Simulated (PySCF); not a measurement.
# One shape, several levels: CH5F2NZr (SMILES [CH3][Zr]([NH2])([F])[F])

Aim: a comparison of 6 runs (HF/STO-3G, HF/3-21G, HF/def2-SVP, B3LYP/def2-TZVP, BP86/def2-TZVP, MP2/def2-SVP) of CH5F2NZr. Input form: a Python script.

Program for the calculation: PySCF 2.14.0.

2 further runs of the same task are left out: 2 set aside as unsound or not needed.

**1. Starting point**

CH5F2NZr has 10 atoms, charge 0, and is taken as a singlet. SMILES: `[CH3][Zr]([NH2])([F])[F]`. The shape is that of a PBE0-D4/def2-TZVP optimisation. This is one conformer, not always the lowest.

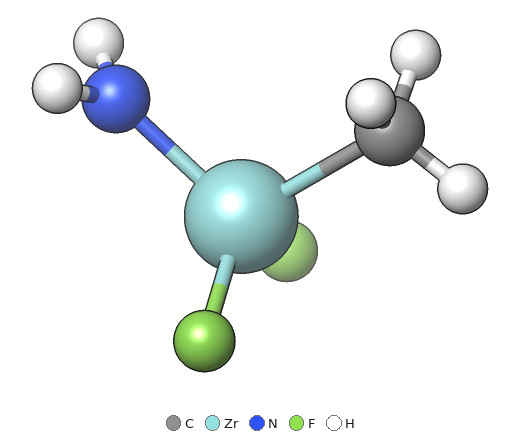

Viewed from a chosen angle; carbon grey, zirconium light teal, nitrogen blue, fluorine green, hydrogen white.

**2. Energy and gradient at HF/STO-3G (run 1)**

Contents of job.py:

```python
from pyscf import gto, scf

molecule = gto.M(
    atom='''
C   -1.532600  -0.406200   0.203600
Zr   0.284900   0.573100  -0.611300
N    1.811100  -0.154700   0.490800
F    0.419800  -0.010500  -2.423900
F    0.053000   2.441700  -0.296300
H   -2.423200  -0.065200  -0.338600
H   -1.481500  -1.496200   0.109700
H   -1.677200  -0.172700   1.263800
H    2.179900   0.261100   1.336200
H    2.365800  -0.970400   0.266000
''',
    spin=0,
    charge=0,
    max_memory=1860,
    basis='sto-3g',
    verbose=4,
)

mf = scf.RHF(molecule)
mf.conv_tol = 1e-10
mf.kernel()
if not mf.converged:
    mf = mf.newton().run(mf.mo_coeff, mf.mo_occ)

e_final = mf.e_tot
print(f'total energy: {e_final:.8f} hartree')
grad = mf.nuc_grad_method().kernel()
mf.analyze()
```

On the command line:

```sh
OMP_NUM_THREADS=1 python job.py
```

The program printed:

```text
PySCF version 2.14.0

[... 81 lines left out ...]
Two-electron Energy =                 1927.787221223454026
[... 7 lines left out ...]
MO #4   energy= -82.7517952744444  occ= 2
[... 5 lines left out ...]
MO #10  energy= -12.7509300164486  occ= 2
[... 5 lines left out ...]
MO #16  energy= -6.81561973529858  occ= 2
[... 5 lines left out ...]
MO #22  energy= -1.50550860227505  occ= 2
[... 5 lines left out ...]
MO #28  energy= -0.494549445023778 occ= 2
[... 5 lines left out ...]
MO #34  energy= -0.446151298639226 occ= 2
[... 5 lines left out ...]
MO #40  energy= 0.30480170589411   occ= 0
[... 5 lines left out ...]
MO #46  energy= 0.75924071637414   occ= 0
[... 5 lines left out ...]
MO #52  energy= 1.01222014032215   occ= 0
[... 26 lines left out ...]
pop of  1 Zr 3dz^2        1.99989
pop of  1 Zr 3dxz         1.99985
pop of  1 Zr 3dx2-y2      1.99987
pop of  1 Zr 4dxy         0.43734
pop of  1 Zr 4dyz         0.44674
pop of  1 Zr 4dz^2        0.40737
pop of  1 Zr 4dxz         0.44318
pop of  1 Zr 4dx2-y2      0.43984
pop of  2 N 1s            1.99985
pop of  2 N 2s            1.37253
pop of  2 N 2px           1.48194
pop of  2 N 2py           1.29611
pop of  2 N 2pz           1.31854
pop of  3 F 1s            1.99995
pop of  3 F 2s            1.88937
pop of  3 F 2px           1.78807
pop of  3 F 2py           1.79711
pop of  3 F 2pz           1.76594
pop of  4 F 1s            1.99995
pop of  4 F 2s            1.88939
pop of  4 F 2px           1.78618
pop of  4 F 2py           1.75957
pop of  4 F 2pz           1.80542
pop of  5 H 1s            0.99411
pop of  6 H 1s            0.98992
pop of  7 H 1s            0.98991
pop of  8 H 1s            0.89627
pop of  9 H 1s            0.89627
 ** Mulliken atomic charges  **
charge of    0C =     -0.38586
charge of    1Zr =      1.10225
charge of    2N =     -0.46896
charge of    3F =     -0.24044
charge of    4F =     -0.24051
charge of    5H =      0.00589
charge of    6H =      0.01008
charge of    7H =      0.01009
charge of    8H =      0.10373
charge of    9H =      0.10373
Dipole moment(X, Y, Z, Debye):  1.76037,  0.23681,  0.03087
```

Wall time 17 s (1 thread of Intel Xeon at 2.50GHz (Skylake/Cascade Lake), shared host); peak memory 0.13 GiB.

**3. Energy and forces at HF/3-21G (run 2)**

Contents of job.py:

```python
# [CH3][Zr]([NH2])([F])[F]
import pyscf.grad
from pyscf import gto

mol = gto.M(
    atom='''
C     -2.896194    -0.767607     0.384748
Zr     0.538383     1.083002    -1.155190
N      3.422483    -0.292341     0.927478
F      0.793307    -0.019842    -4.580507
F      0.100155     4.614144    -0.559926
H     -4.579184    -0.123210    -0.639861
H     -2.799629    -2.827408     0.207303
H     -3.169449    -0.326356     2.388236
H      4.119414     0.493407     2.525052
H      4.470714    -1.833790     0.502667
''',
    basis='3-21g',
    max_memory=1860,
    verbose=3,
    spin=0,
    unit='bohr',
)

mf = mol.RHF()
mf.conv_tol = 1e-10
mf.kernel()
if not mf.converged:
    mf = mf.newton().run(mf.mo_coeff, mf.mo_occ)

e_tot = mf.e_tot
print('E(%s) = %.9f' % ('HF', e_tot))
grad = mf.Gradients().kernel()
mf.analyze()
```

On the command line:

```sh
OMP_NUM_THREADS=1 python job.py
```

The program printed:

```text
converged SCF energy = -3814.79758054715
[... 14 lines left out ...]
MO #5   energy= -83.2592030428815  occ= 2
[... 6 lines left out ...]
MO #12  energy= -13.053924461412   occ= 2
[... 6 lines left out ...]
MO #19  energy= -2.51140189145688  occ= 2
[... 6 lines left out ...]
MO #26  energy= -0.908906342380865 occ= 2
[... 6 lines left out ...]
MO #33  energy= -0.572946553703197 occ= 2
[... 6 lines left out ...]
MO #40  energy= 0.0718027071071101 occ= 0
[... 6 lines left out ...]
MO #47  energy= 0.16444196308723   occ= 0
[... 6 lines left out ...]
MO #54  energy= 0.370478437073068  occ= 0
[... 6 lines left out ...]
MO #61  energy= 0.989315884199411  occ= 0
[... 6 lines left out ...]
MO #68  energy= 1.37048338417787   occ= 0
[... 6 lines left out ...]
MO #75  energy= 2.36118152806942   occ= 0
[... 6 lines left out ...]
MO #82  energy= 3.88129452163187   occ= 0
[... 11 lines left out ...]
Dipole moment(X, Y, Z, Debye):  1.65634, -1.11152,  1.56654
```

Wall time 17 s (1 thread of Intel Xeon at 2.50GHz (Skylake/Cascade Lake), shared host); peak memory 0.16 GiB.

Runs 3 to 5 aren't shown in full; the table further down has their settings and results.

**4. Energy and gradient at MP2/def2-SVP (core potential) (run 6)**

Contents of input.py:

```python
import pyscf.grad
from pyscf import gto, mp

mol = gto.Mole()
mol.atom = '''
C     -2.896194    -0.767607     0.384748
Zr     0.538383     1.083002    -1.155190
N      3.422483    -0.292341     0.927478
F      0.793307    -0.019842    -4.580507
F      0.100155     4.614144    -0.559926
H     -4.579184    -0.123210    -0.639861
H     -2.799629    -2.827408     0.207303
H     -3.169449    -0.326356     2.388236
H      4.119414     0.493407     2.525052
H      4.470714    -1.833790     0.502667
'''
mol.max_memory = 1860
mol.unit = 'bohr'
mol.ecp = {'Zr': 'def2-svp'}
mol.basis = 'def2-svp'
mol.charge = 0
mol.verbose = 4
mol.build()

calc0 = mol.RHF()
calc0.conv_tol = 1e-10
calc0.kernel()
if not calc0.converged:
    calc0 = calc0.newton().run(calc0.mo_coeff, calc0.mo_occ)

pt = mp.MP2(calc0, frozen=4).run()
energy = pt.e_tot
print('E = %.10f Eh' % energy)
grad = pt.Gradients().kernel()
dip = calc0.dip_moment()
pop, q = calc0.mulliken_pop()
```

On the command line:

```sh
OMP_NUM_THREADS=1 python input.py
```

The program printed:

```text
PySCF version 2.14.0

[... 68 lines left out ...]
converged SCF energy = -340.608503517473
[... 17 lines left out ...]
Dipole moment(X, Y, Z, Debye):  1.48020, -1.11151,  1.53612
[... 84 lines left out ...]
pop of  4 F 3dyz          0.00090
pop of  4 F 3dz^2         0.00038
pop of  4 F 3dxz          0.00005
pop of  4 F 3dx2-y2       0.00108
pop of  5 H 1s            0.73417
pop of  5 H 2s            0.16908
pop of  5 H 2px           0.01387
pop of  5 H 2py           0.00562
pop of  5 H 2pz           0.00744
pop of  6 H 1s            0.73294
pop of  6 H 2s            0.16667
pop of  6 H 2px           0.00562
pop of  6 H 2py           0.01718
pop of  6 H 2pz           0.00426
pop of  7 H 1s            0.73297
pop of  7 H 2s            0.16666
pop of  7 H 2px           0.00570
pop of  7 H 2py           0.00497
pop of  7 H 2pz           0.01639
pop of  8 H 1s            0.69806
pop of  8 H 2s            0.08929
pop of  8 H 2px           0.01202
pop of  8 H 2py           0.01363
pop of  8 H 2pz           0.02285
pop of  9 H 1s            0.69806
pop of  9 H 2s            0.08930
pop of  9 H 2px           0.01504
pop of  9 H 2py           0.02241
pop of  9 H 2pz           0.01105
 ** Mulliken atomic charges  **
charge of    0C =     -0.56675
charge of    1Zr =      1.72242
charge of    2N =     -0.64269
charge of    3F =     -0.52884
charge of    4F =     -0.52890
charge of    5H =      0.06982
charge of    6H =      0.07333
charge of    7H =      0.07331
charge of    8H =      0.16416
charge of    9H =      0.16415
```

Run time: 69 s. Hardware: 1 thread of Intel Xeon at 2.50GHz (Skylake/Cascade Lake), shared host; peak memory 1.5 GiB.

**5. The series**

| run | level | core potential | integration grid | energy (Eh) | dipole moment (D) of the reference | HOMO energy (eV) | LUMO energy (eV) | wall time |
| --- | --- | --- | --- | --- | --- | --- | --- | --- |
| 1 | HF/STO-3G | – | – | -3793.478100 | 1.78 | -8.13 | 8.01 | 17 s |
| 2 | HF/3-21G | – | – | -3814.797581 | 2.54 | -10.69 | 1.54 | 17 s |
| 3 | HF/def2-SVP (core potential) | def2-svp | – | -340.608504 | 2.41 | -10.91 | 1.73 | 41 s |
| 4 | B3LYP/def2-TZVP (core potential) | def2-svp | 5 | -342.980233 | 2.30 | -7.45 | -1.10 | 4.6 min |
| 5 | BP86/def2-TZVP (core potential) | def2-svp | 5 | -343.026387 | 2.27 | -6.43 | -1.92 | 4.5 min |
| 6 | MP2/def2-SVP (core potential) | def2-svp | – | -341.552620 | 2.41 | -10.91 | 1.73 | 69 s |

**6. Outcome**

| quantity | value |
| --- | --- |
| run 6: total energy | -341.55262 Eh |
| run 6: dipole moment (Hartree–Fock density) | 2.41 D |
| run 6: HOMO energy (Hartree–Fock orbitals) | -10.91 eV |
| run 6: LUMO energy (Hartree–Fock orbitals) | 1.73 eV |
| run 6: HOMO–LUMO gap (Hartree–Fock orbitals) | 12.64 eV |
| run 6: correlation energy (4 core orbitals frozen) | -944.1 mEh |
| run 6: largest force on an atom | 0.522 eV/Å |

In words: Over runs 1, 2, 3, 4, 5 the dipole moment (its size) runs from 1.78 D (HF/STO-3G) to 2.54 D (HF/3-21G). Over runs 1, 2, 3, 4, 5 the HOMO–LUMO gap runs from 4.51 eV (BP86/def2-TZVP) to 16.15 eV (HF/STO-3G). The two ends differ in method and basis and core potential. Totals of different functionals can't be ranked against each other. Some runs of one species differ in core potentials or relativity; totals across that change don't compare. In run 1 the basis is minimal, so the values are rough. In runs 1, 2 relativity is left out where basis or elements ask for it. All runs together took 12 min, the longest 4.6 min.
